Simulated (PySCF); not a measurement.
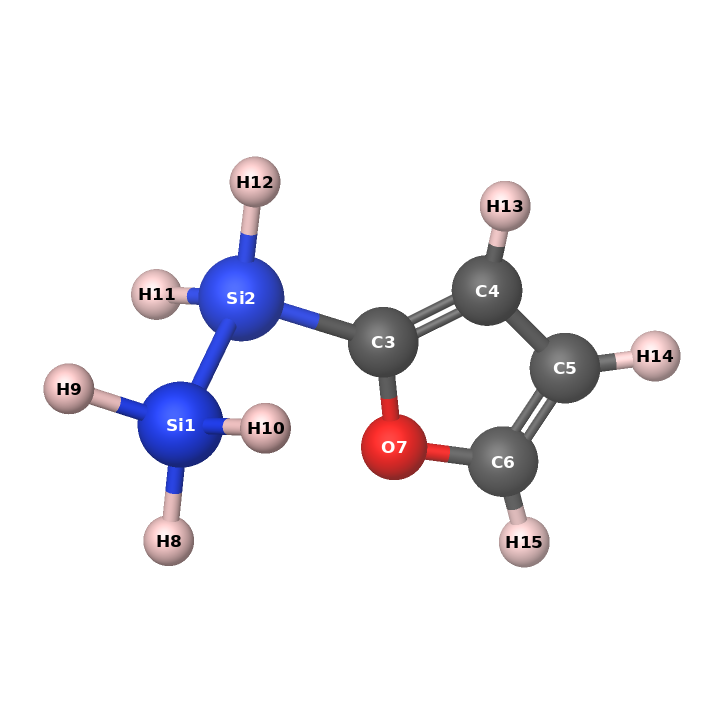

The computed structure is the end point of a PBE0-D3(BJ)/def2-SVP optimisation. No frequency run is at hand to confirm it as a minimum. Method: delta-SCF UKS SCAN, pcX-2 on the ionised atom, pcseg-1 elsewhere, spin-free X2C (PySCF 2.14.0).

Give the core-electron binding energies (to vacuum; p and d levels without spin–orbit splitting) of Si1 1s, Si1 2p, Si2 1s, Si2 2p, C3 1s, C4 1s, C5 1s, C6 1s, O7 1s.

```csv
atom,level,binding energy (eV)
Si1,1s,1846.1
Si1,2p,106.6
Si2,1s,1846.2
Si2,2p,106.7
C3,1s,291.1
C4,1s,290.3
C5,1s,290.4
C6,1s,291.5
O7,1s,539.8
```
